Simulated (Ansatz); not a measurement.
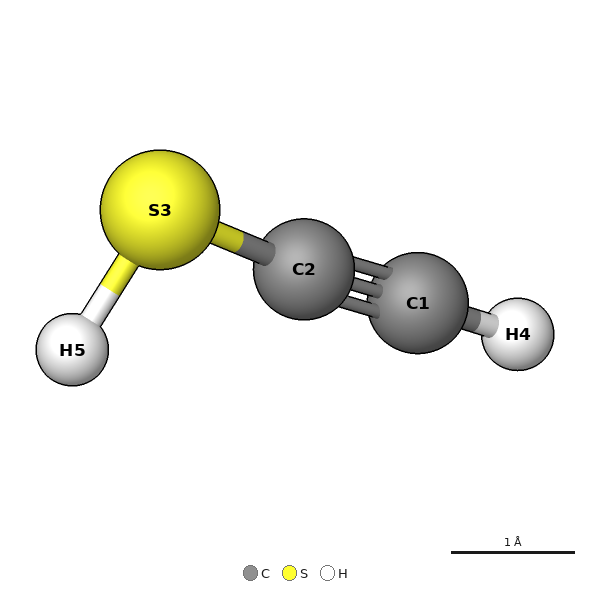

Simulated data, not a measurement (program: Ansatz).

Numbered structure. Geometry: moved along internal coordinates away from the minimum.

List the bonds and their lengths.

| bond | length (Å) | order |
| --- | --- | --- |
| C1–C2 | 1.204 | triple |
| C1–H4 | 1.064 | single |
| C2–S3 | 1.595 | single |
| S3–H5 | 1.346 | single |
